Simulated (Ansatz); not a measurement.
# BH5S (SMILES [BH3-][SH2+]): BLYP/STO-3G

What is the electronic atomisation energy of BH5S at BLYP/STO-3G? 

Program for the calculation: Ansatz 0.2.0.

50 further runs of the same task are left out: 1 that didn't finish, 49 set aside as unsound or not needed.

### 1 The system as given

BH5S has 7 atoms, charge 0, and is taken as a singlet. As SMILES, `[BH3-][SH2+]`. Geometry: relaxed at PBE0-D4/def2-TZVP.

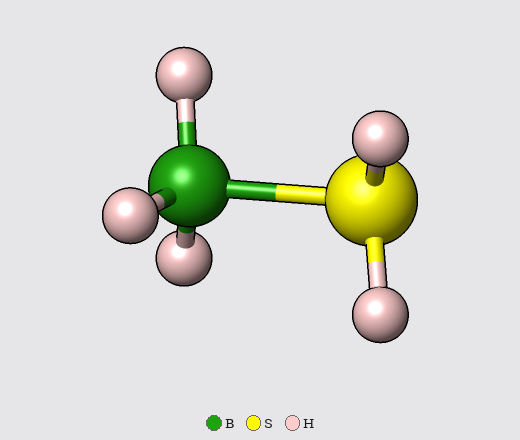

The structure, seen from a chosen angle (boron green, sulfur yellow, hydrogen pink).

### 2 A single-point energy at BLYP/STO-3G

Input file run.yaml:

```yaml
crystal:
  periodic: [false, false, false]
  atoms:
    - {symbol: B, position_ang: [-0.525600, -0.461500, -0.504300]}
    - {symbol: S, position_ang: [0.568600, 0.977600, 0.290900]}
    - {symbol: H, position_ang: [-1.623200, 0.036400, -0.431500]}
    - {symbol: H, position_ang: [-0.344400, -1.447600, 0.159700]}
    - {symbol: H, position_ang: [-0.075400, -0.482100, -1.624500]}
    - {symbol: H, position_ang: [0.286000, 0.903800, 1.604900]}
    - {symbol: H, position_ang: [1.775400, 0.405500, 0.458900]}
basis:
  gaussian:
    orbitals: STO-3G
hamiltonian:
  xc: {name: BLYP}
accuracy: high
```

Started as:

```bash
$ ansatz run run.yaml --threads 1 --pin off --max-ram 2610MiB --events-out events.jsonl --progress --plain --runs-dir runs
```

The log of the run:

```text
Warning: RAYON_NUM_THREADS=1 ignored (pool sized by the plan → 1); use --threads N
Functional definition: BLYP
  name "BLYP"
  parameter beta = 0.0042
  parameter a = 0.04918
  parameter b = 0.132
  parameter c = 0.2533
  parameter d = 0.349
  exchange = b88_x(beta = beta)
  correlation = lyp_c(a = a, b = b, c = c, d = d)
332 factors; integrals over basis functions are off by at most 9.3e-9 eV
mean field evaluation 1: about -11460.5546 eV, gradient 1.9e1 eV
mean field evaluation 2: about -11461.1829 eV, gradient 1.5e1 eV
mean field evaluation 4: about -11462.0965 eV, gradient 2.7e-1 eV
mean field evaluation 8: about -11462.0265 eV, gradient 1.5e-2 eV
mean field evaluation 16: about -11462.0265 eV, gradient 5.7e-8 eV
mean field -11462.02651429 eV, -421.2217051597 hartree, gradient 5.7e-8 eV, S^2 0.000000; 0 other end points of the search recorded, 0 dependent functions left out
reference -11462.02655192 eV, -421.2217065426 hartree; 13, 13 occupied and 6, 6 virtual orbitals, 332 factors
Total energy: -11462.02655192 eV, -421.2217065426 hartree
```

Wall time 1.2 s (1 thread of Arm Neoverse V1, shared host); peak memory 0.097 GiB.

### 3 The B atom

Input file in.yaml:

```yaml
crystal:
  periodic: [false, false, false]
  atoms:
    - {symbol: B, position_ang: [0.000000, 0.000000, 0.000000]}
basis:
  gaussian: {orbitals: STO-3G}
magnetization: {spin_polarized: true, initial_magnetization: 1}
hamiltonian: {xc: {name: BLYP}}
accuracy: high
```

Run the same way, it converges to -24.26591 Eh (log not shown).

### 4 The H atom, same level

Input file in.yaml:

```yaml
crystal:
  periodic: [false, false, false]
  atoms:
    - {symbol: H, position_ang: [0.000000, 0.000000, 0.000000]}
basis:
  gaussian:
    orbitals: STO-3G
hamiltonian:
  xc: {name: BLYP}
accuracy: high
magnetization:
  spin_polarized: true
  initial_magnetization: 1
```

Run the same way, it converges to -0.46274 Eh (log not shown).

### 5 The S atom at the same level

Input file molecule.yaml:

```yaml
crystal:
  periodic: [false, false, false]
  atoms:
    - {symbol: S, position_ang: [0.000000, 0.000000, 0.000000]}
basis:
  gaussian: {orbitals: STO-3G}
magnetization: {spin_polarized: true, initial_magnetization: 2}
hamiltonian: {xc: {name: BLYP}}
accuracy: high
```

Run the same way, it converges to -393.62799 Eh (log not shown).

### 6 Results

At BLYP/STO-3G:

```
                     quantity          value
       molecule: total energy  -421.22171 Eh
         B atom: total energy   -24.26591 Eh
                 B atom: ⟨S²⟩          0.750
         H atom: total energy    -0.46274 Eh
                 H atom: ⟨S²⟩          0.750
         S atom: total energy  -393.62799 Eh
                 S atom: ⟨S²⟩          2.000
electronic atomisation energy      27.595 eV
```

**Reading.** Taking the molecule apart into free atoms costs 27.60 eV (2663 kJ/mol), before zero-point energy and without spin-orbit coupling. In a minimal basis such a difference can be off by several eV, whatever the method.
